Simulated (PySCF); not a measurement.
**UBP86/def2-SVP run of CH4Ga (SMILES [CH3][GaH])**

Aim: a geometry optimisation of CH4Ga. 

The calculation is run with PySCF 2.14.0.

3 further runs of the same task are left out: 3 that didn't finish.

### 1 The molecule

CH4Ga has 6 atoms, charge 0, and is taken as a doublet. As SMILES, `[CH3][GaH]`. The coordinates come from a PBE0-D4/def2-TZVP relaxation. The run starts from this shape.

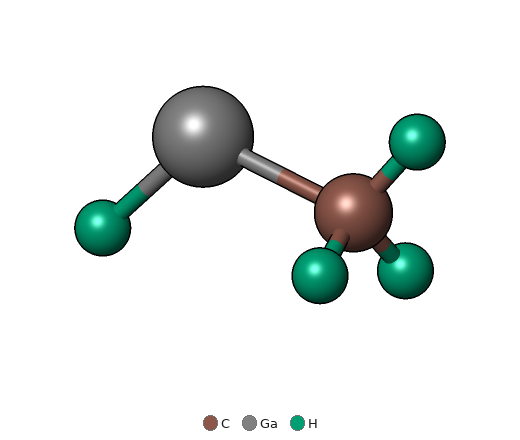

Viewed from a chosen angle; carbon brown, gallium grey, hydrogen teal.

### 2 A structure relaxation at UBP86/def2-SVP

The input, job.py:

```python
# [CH3][GaH]
from pyscf import gto, dft
from pyscf.geomopt.geometric_solver import kernel as optimise

mol = gto.Mole()
mol.atom = '''
C     -0.055369    -0.790472    -0.978878
Ga     1.295785     0.704112     2.196051
H      1.086026    -2.349119    -1.687336
H     -1.977409    -1.465672    -0.621153
H     -0.161950     0.689183    -2.419416
H     -0.107525     3.090836     3.423428
'''
mol.basis = 'def2-svp'
mol.verbose = 3
mol.unit = 'bohr'
mol.spin = 1
mol.max_memory = 1860
mol.build()

mf = dft.UKS(mol, xc='bp86')
mf.conv_tol = 1e-10
mf.grids.level = 3
converged, mol_eq = optimise(mf, maxsteps=60, convergence_set='GAU_TIGHT')
print('converged:', converged)
print(mol_eq.tostring())

mf.reset(mol_eq)
mol = mol_eq
mf.kernel()
if not mf.converged:
    mf = mf.newton().run(mf.mo_coeff, mf.mo_occ)
e_final = mf.e_tot
print('Final energy', e_final)
```

The run is started by

```bash
$ OMP_NUM_THREADS=1 python job.py
```

What values should one expect? Wanted: total energy at the end; dipole moment; HOMO energy; LUMO energy; ⟨S²⟩.

**Answer.** As computed:

Level: UBP86/def2-SVP.

```
                          quantity           value
           total energy at the end  -1965.29783 Eh
                     dipole moment          0.86 D
HOMO energy (highest over α and β)        -4.34 eV
 LUMO energy (lowest over α and β)        -3.16 eV
                              ⟨S²⟩           0.751
```

At the final geometry: Bond lengths: C1–Ga2 2.014 Å, C1–H3 1.107 Å, C1–H4 1.112 Å, C1–H5 1.112 Å, Ga2–H6 1.623 Å. Angles: C1–Ga2–H6 118.4°, Ga2–C1–H3 113.4°, Ga2–C1–H4 108.2°, Ga2–C1–H5 108.2°, H3–C1–H4 109.5°, H3–C1–H5 109.4°, H4–C1–H5 108.0°. The optimisation took 21 steps and changed the energy by -0.021 eV.
